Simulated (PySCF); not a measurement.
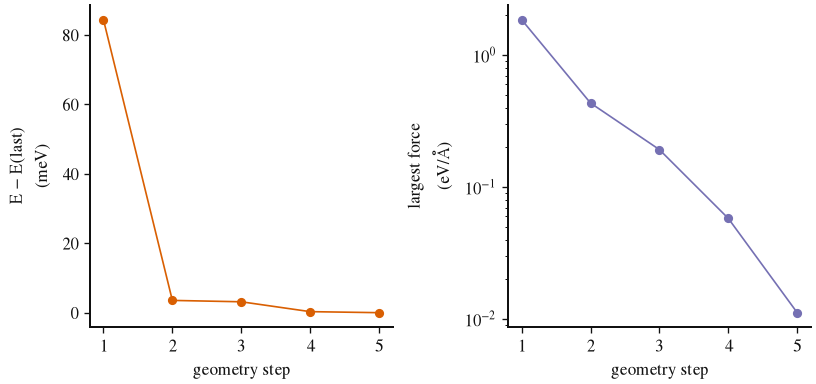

History of a geometry optimisation.

- system: BH2Cl (SMILES BCl)
- method: PySCF 2.14.0, density fitting, PBE0-D3(BJ)/def2-SVP, geometry optimisation

> How did it end, and what did it gain?

The optimisation met its thresholds at geometry 5, counting the start as the first. The energy fell by about 84 meV from the first step to the last. The largest force goes from about 1.9 eV/Å at the start to 0.011 eV/Å at the end.
